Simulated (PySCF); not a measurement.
## Electronic structure of C$_{9}$H$_{22}$Si (SMILES CC[C@H](C)CCC[C@H](C)[SiH3]) in real space

```xyz
32

C     3.8040   -1.0900   -0.2151
C     3.4451    0.2957    0.3097
C     2.0644    0.7910   -0.1438
C     1.9559    2.2956    0.1001
C     0.9451    0.0321    0.5780
C    -0.4508    0.3180    0.0260
C    -1.5017   -0.5882    0.6603
C    -2.9337   -0.2384    0.2481
C    -3.9162   -1.1255    1.0127
Si   -3.2301   -0.3799   -1.6341
H     4.8111   -1.3595    0.0959
H     3.7657   -1.1065   -1.3024
H     3.1221   -1.8473    0.1630
H     3.4824    0.2929    1.4016
H     4.2010    1.0021   -0.0421
H     1.9701    0.6073   -1.2204
H     2.0242    2.5119    1.1644
H     2.7610    2.8224   -0.4080
H     1.0127    2.6852   -0.2724
H     0.9729    0.2843    1.6413
H     1.1294   -1.0402    0.4894
H    -0.7230    1.3577    0.2163
H    -0.4469    0.1661   -1.0559
H    -1.2929   -1.6275    0.3921
H    -1.4177   -0.5131    1.7500
H    -3.1204    0.7983    0.5530
H    -4.9446   -0.8492    0.7905
H    -3.7794   -2.1714    0.7435
H    -3.7654   -1.0330    2.0884
H    -2.6271    0.7493   -2.3455
H    -2.6593   -1.6370   -2.1237
H    -4.6733   -0.3716   -1.8854
```

Geometry: GFN2-xTB.

These are results of PySCF, PBE0/6-31G*, SCF density, gas phase, non-relativistic, not measurements.

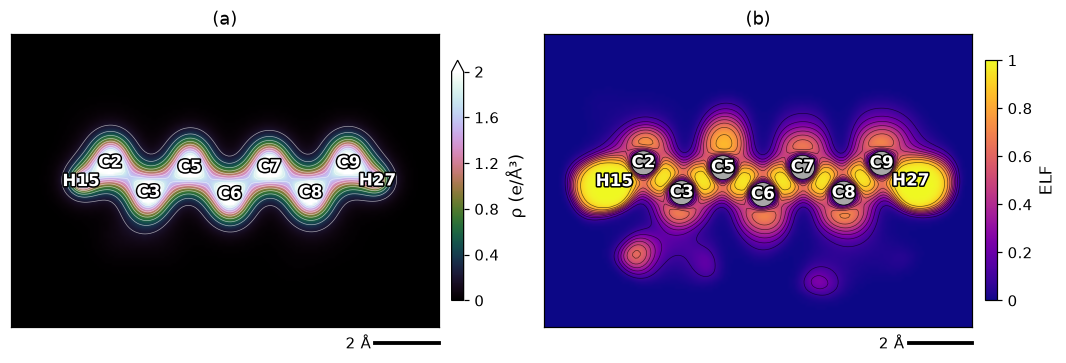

Figure 1. (a) electron density; (b) electron localisation function on the plane of atoms C6, C7 and C8. Grey discs cover the atomic cores in the ELF map.

> Read the bonding off the picture.

The section cuts through C and H sites. C–C (1.54 Å): ρ is about 1.6 e/Å³ halfway; the ELF peaks at about 0.95 between the atoms (localised, covalent bonding). C–H (1.09 Å): ρ is about 1.9 e/Å³ halfway; the ELF climbs to about 1 towards the hydrogen, as it does in any bond to H (a covalent bond by its length).

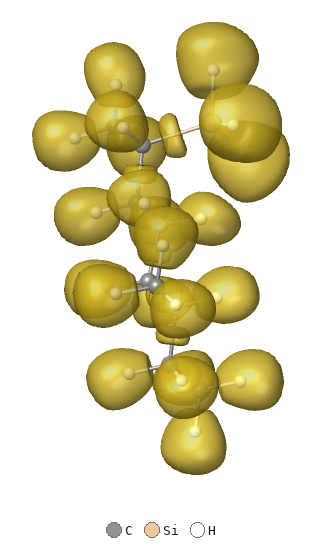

Figure 2. Isosurface of the electron localisation function at 0.8 (yellow), seen at an oblique angle. Only the valence region is drawn (cores and ρ < 0.01 e/Å³ removed).

> Describe the localisation domains.

At this value the surface marks out eight regions between bonded C–C atoms (shared pairs), one region between bonded C–Si atoms (shared pairs) and 22 regions around hydrogen nuclei.


C–C (1.52 Å): the ELF peaks at about 0.95 between the atoms; a covalent bond. C–Si (1.91 Å): the ELF peaks at about 0.95 between the atoms; a covalent bond.

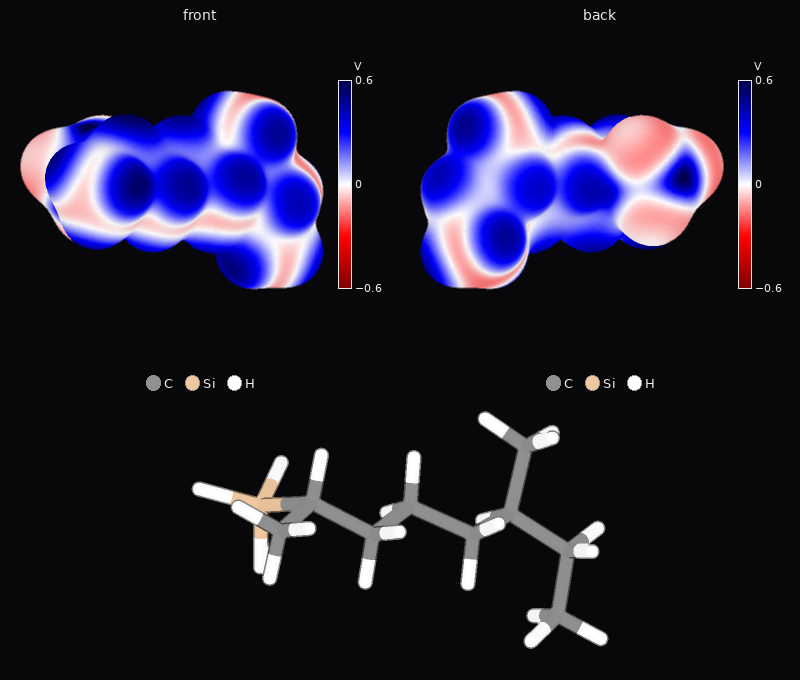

Figure 3. The electrostatic potential painted on the density surface at 0.002 e/bohr³, seen from the front and from behind; red is negative and blue positive. The bare structure is drawn below in the same view.

> Where is the surface potential most negative and most positive?

The most negative region (about −0.2 V) lies over the C and H atoms, the most positive (about +0.6 V) over Si10, H26, H28 and H29.
